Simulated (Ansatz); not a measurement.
Input file:

```
crystal:
  periodic: [false, false, false]
  atoms:
    - {symbol: C, position_ang: [-0.639780, -1.334196, 1.242624]}
    - {symbol: Ge, position_ang: [0.364808, 0.530106, -0.500214]}
    - {symbol: O, position_ang: [0.514493, -0.766273, 0.674266]}
    - {symbol: O, position_ang: [2.037847, 0.877147, -0.907431]}
    - {symbol: O, position_ang: [-0.609800, 0.072802, -1.889134]}
    - {symbol: O, position_ang: [-0.500339, 1.920984, 0.136229]}
    - {symbol: H, position_ang: [-0.324873, -2.124915, 1.940306]}
    - {symbol: H, position_ang: [-1.300646, -1.788858, 0.482459]}
    - {symbol: H, position_ang: [-1.235920, -0.594466, 1.807234]}
    - {symbol: H, position_ang: [2.105609, 1.590971, -1.551436]}
    - {symbol: H, position_ang: [-0.250754, -0.702089, -2.335499]}
    - {symbol: H, position_ang: [-0.083546, 2.263787, 0.934595]}
basis:
  gaussian:
    orbitals: def2-SVPD
output:
  forces: true
  orbitals: {seedname: orbitals}
hamiltonian:
  xc: {name: PBE0}
```

Command:

```sh
ansatz run input.yaml --threads 2 --pin off --max-ram 6090MiB --events-out events.jsonl --progress --plain --runs-dir runs
```

Geometry: PBE0-D4/def2-SVP.

Method: isolated molecule in a Gaussian basis; Kohn-Sham density functional theory, functional PBE0 (Ansatz 0.2.0).

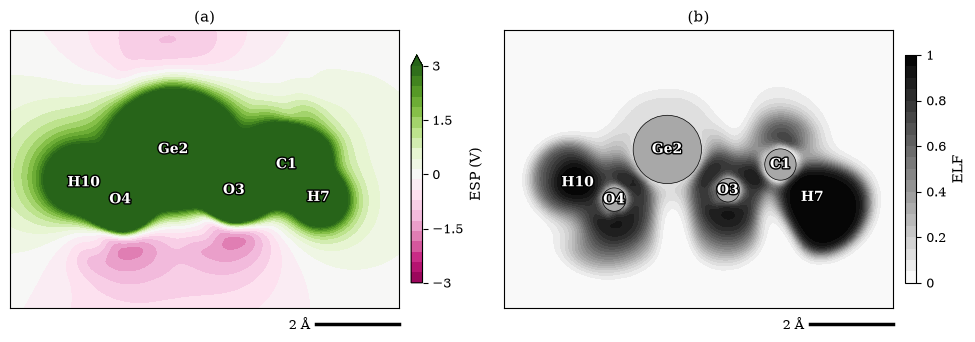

CH6GeO4. (a) molecular electrostatic potential; (b) electron localisation function on the plane of atoms O3, C1 and H7. Grey discs cover the atomic cores in the ELF map.

Describe what can be read from this map.

Answer.
- The plane passes through C, Ge, O and H nuclei.
- C–O (1.41 Å): the ELF peaks at about 0.90 between the atoms (a shared but strongly polarised pair).
- Ge–O (1.76 Å): the ELF peaks at about 0.85 in the valence shell of O, 0.6 Å from its nucleus, and is about 0.35 at the midpoint.
- O–H (0.96 Å): the ELF climbs to about 1 towards the hydrogen, as it does in any bond to H: a covalent bond by its length.
- C–H (1.10 Å): the ELF climbs to about 1 towards the hydrogen: an ordinary covalent bond to hydrogen.
- The ELF also peaks beside O4 and O3, away from the bonds: lone-pair regions.
- Outside the dense part of the molecule the potential is most negative (−1.7 V) near O3.
